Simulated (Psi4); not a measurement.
# doublet PN+: levels of theory compared

Wanted: a comparison of 4 runs (U-r2SCAN/aug-cc-pVTZ, UB3LYP/aug-cc-pVTZ, UPBE0/aug-cc-pVTZ, UTPSS/aug-cc-pVTZ) of doublet PN+. 

The results are computed with Psi4 1.11.

## (1) The molecule

PN+ has 2 atoms, charge +1, and is taken as a doublet. SMILES of the parent species: `N#P`. The bond length is the one measured for the parent species. That shape belongs to the parent species and isn't relaxed for this state.

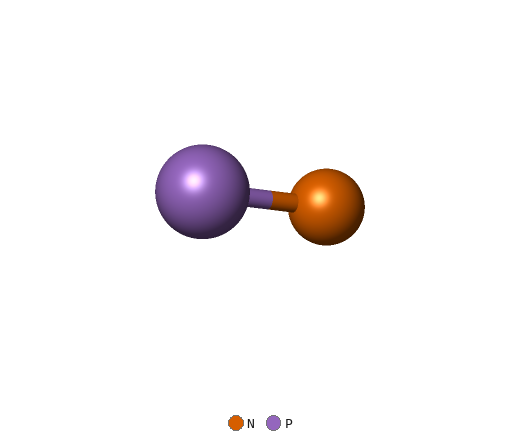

Viewed from a chosen angle; nitrogen orange, phosphorus purple.

## (2) A single-point energy at U-r2SCAN/aug-cc-pVTZ (run 1)

job.py reads:

```python
import psi4

psi4.set_memory('1600 MB')
psi4.set_num_threads(1)
psi4.core.set_output_file('psi4.out', False)

geom = psi4.geometry("""
1 2
N
P 1 1.490866
symmetry c1
""")

options = {'basis': 'aug-cc-pVTZ', 'reference': 'uks', 'puream': True, 'e_convergence': 1e-09, 'd_convergence': 1e-08, 'scf_type': 'pk', 'dft_radial_points': 99, 'dft_spherical_points': 590, 'maxiter': 100}
psi4.set_options(options)

result, w = psi4.energy('r2scan', molecule=geom, return_wfn=True)
psi4.oeprop(w, 'MAYER_INDICES', 'WIBERG_LOWDIN_INDICES', 'MULLIKEN_CHARGES', title='R2SCAN')
print(f'r2scan energy: {result:.10f} Eh')
```

Launch:

```
$ python job.py
```

psi4.out:

```text
[...]
  Running in c1 symmetry.
[...]
  Nuclear repulsion =   37.269350243650337
[...]
  Multiplicity = 2
[...]
  Nalpha       = 11
  Nbeta        = 10
[...]
    Number of basis functions: 96
[...]
   @UKS iter   1:  -395.18493876606885    4.08973e-01   9.25310e-03 DIIS/ADIIS
[...]
   @UKS iter  13:  -395.60845316756627   -1.88152e-11   3.95637e-09 DIIS
[...]
   @S^2 Observed:                7.971161116E-01
[...]
  @UKS Final Energy:  -395.60845316756627
   => Energetics <=
    Nuclear Repulsion Energy =             37.2693502436503366
    One-Electron Energy =                -612.2384308359747820
    Two-Electron Energy =                 209.0293065731535194
    DFT Exchange-Correlation Energy =     -29.6686791483953876
    Empirical Dispersion Energy =           0.0000000000000000
    VV10 Nonlocal Energy =                  0.0000000000000000
    Total Energy =                       -395.6084531675662674
[...]
 Multipole Moments:
 ------------------------------------------------------------------------------------
     Multipole            Electronic (a.u.)      Nuclear  (a.u.)        Total (a.u.)
 ------------------------------------------------------------------------------------
 L = 1.  Multiply by 2.5417464519 to convert [e a0] to [Debye]
 Dipole X            :         -0.0000000            0.0000000           -0.0000000
 Dipole Y            :         -0.0000000            0.0000000           -0.0000000
 Dipole Z            :          1.1487039           -0.4240837            0.7246202
 Magnitude           :                                                    0.7246202
[...]
```

Standard output:

```text
r2scan energy: -395.6084531676 Eh
```

Run time: 20 s. Hardware: 1 thread of Intel Xeon Platinum 8488C (Sapphire Rapids), shared host; peak memory 0.94 GiB.

## (3) The energy at UB3LYP/aug-cc-pVTZ (run 2)

calc.py reads:

```python
import psi4

psi4.set_memory(1600000000)
psi4.set_num_threads(1)
psi4.core.set_output_file('np.out', False)

molecule = psi4.geometry("""
1 2
N      0.000000     0.000000     0.000000
P      0.000000     0.000000     1.490866
units angstrom
symmetry c1
no_reorient
no_com
""")

psi4.set_options({
    'basis': 'aug-cc-pVTZ',
    'reference': 'uks',
    'puream': True,
    'e_convergence': 1e-09,
    'd_convergence': 1e-08,
    'scf_type': 'pk',
    'dft_radial_points': 99,
    'dft_spherical_points': 590,
    'maxiter': 100,
})

E, wfn = psi4.energy('b3lyp', return_wfn=True)
psi4.oeprop(wfn, 'MAYER_INDICES', 'WIBERG_LOWDIN_INDICES', 'LOWDIN_CHARGES')
print('E =', round(E, 9))
```

Launch:

```
$ python calc.py
```

np.out:

```text
[...]
  Running in c1 symmetry.
[...]
  Nuclear repulsion =   37.269350243650337
[...]
  Multiplicity = 2
[...]
  Nalpha       = 11
  Nbeta        = 10
[...]
    Number of basis functions: 96
[...]
   @UKS iter   1:  -395.28608582870447    3.35208e-01   9.04217e-03 DIIS/ADIIS
[...]
   @UKS iter  13:  -395.68105886510978   -7.16796e-11   5.10691e-09 DIIS
[...]
   @S^2 Observed:                7.820699064E-01
[...]
  @UKS Final Energy:  -395.68105886510978
   => Energetics <=
    Nuclear Repulsion Energy =             37.2693502436503366
    One-Electron Energy =                -612.2400737076295627
    Two-Electron Energy =                 203.2570143257792097
    DFT Exchange-Correlation Energy =     -23.9673497269097631
    Empirical Dispersion Energy =           0.0000000000000000
    VV10 Nonlocal Energy =                  0.0000000000000000
    Total Energy =                       -395.6810588651097760
[...]
 Multipole Moments:
 ------------------------------------------------------------------------------------
     Multipole            Electronic (a.u.)      Nuclear  (a.u.)        Total (a.u.)
 ------------------------------------------------------------------------------------
 L = 1.  Multiply by 2.5417464519 to convert [e a0] to [Debye]
 Dipole X            :         -0.0000000            0.0000000           -0.0000000
 Dipole Y            :          0.0000000            0.0000000            0.0000000
 Dipole Z            :        -39.5299671           42.2599264            2.7299593
 Magnitude           :                                                    2.7299593
[...]
```

On the terminal:

```text
E = -395.681058865
```

Wall time 11 s (1 thread of Intel Xeon Platinum 8488C (Sapphire Rapids), shared host); peak memory 0.87 GiB.

Run 3 isn't shown in full; the table further down has it.

## (4) Energy and gradient at UTPSS/aug-cc-pVTZ (run 4)

calc.inp reads:

```
memory 1600 mb

molecule molecule1 {
  1 2
  N      0.000000     0.000000     0.000000
  P      0.000000     0.000000     1.490866
  units angstrom
  symmetry c1
}

set {
  basis                aug-cc-pVTZ
  reference            uks
  puream               true
  e_convergence        1e-09
  d_convergence        1e-08
  scf_type             pk
  dft_radial_points    99
  dft_spherical_points 590
  maxiter              100
}

gradient('tpss')
```

Launch:

```
$ psi4 -n 1 calc.inp calc.out
```

calc.out:

```text
[...]
  Running in c1 symmetry.
[...]
  Nuclear repulsion =   37.269350243650337
[...]
  Multiplicity = 2
[...]
  Nalpha       = 11
  Nbeta        = 10
[...]
    Number of basis functions: 96
[...]
   @UKS iter   1:  -395.24329757886460    4.62500e-01   9.78850e-03 ADIIS/DIIS
[...]
   @UKS iter  13:  -395.69962107834868   -6.70752e-12   2.52561e-09 DIIS
[...]
   @S^2 Observed:                7.715819411E-01
[...]
  @UKS Final Energy:  -395.69962107834868
   => Energetics <=
    Nuclear Repulsion Energy =             37.2693502436503366
    One-Electron Energy =                -612.2508727075946808
    Two-Electron Energy =                 209.0331380952578968
    DFT Exchange-Correlation Energy =     -29.7512367096622476
    Empirical Dispersion Energy =           0.0000000000000000
    VV10 Nonlocal Energy =                  0.0000000000000000
    Total Energy =                       -395.6996210783486845
[...]
  -Total Gradient:
     Atom            X                  Y                   Z
    ------   -----------------  -----------------  -----------------
       1       -0.000000000000     0.000000000000     0.001017206808
       2       -0.000000000001     0.000000000001    -0.001019886095
[...]
```

It took 31 s on 1 thread of Intel Xeon Platinum 8488C (Sapphire Rapids), shared host; peak memory 0.94 GiB.

## (5) The series

```
run                 level      task  energy (Eh)  HOMO energy (eV)  LUMO energy (eV)   ⟨S²⟩  wall time
  1  U-r2SCAN/aug-cc-pVTZ    energy  -395.608453            -16.95            -15.10  0.797       20 s
  2    UB3LYP/aug-cc-pVTZ    energy  -395.681059            -17.64            -14.69  0.782       11 s
  3     UPBE0/aug-cc-pVTZ  gradient  -395.466156            -17.90            -14.20  0.800       20 s
  4     UTPSS/aug-cc-pVTZ  gradient  -395.699621            -16.80            -15.47  0.772       31 s
```

## (6) Summary of results

| quantity | value |
| --- | --- |
| run 4: total energy | -395.69962 Eh |
| run 4: HOMO energy (highest over α and β) | -16.80 eV |
| run 4: LUMO energy (lowest over α and β) | -15.47 eV |
| run 4: ⟨S²⟩ | 0.772 |
| run 4: largest force on an atom | 0.052 eV/Å |

What this shows: Totals of different functionals can't be ranked against each other. All runs together took 82 s, the longest 31 s.
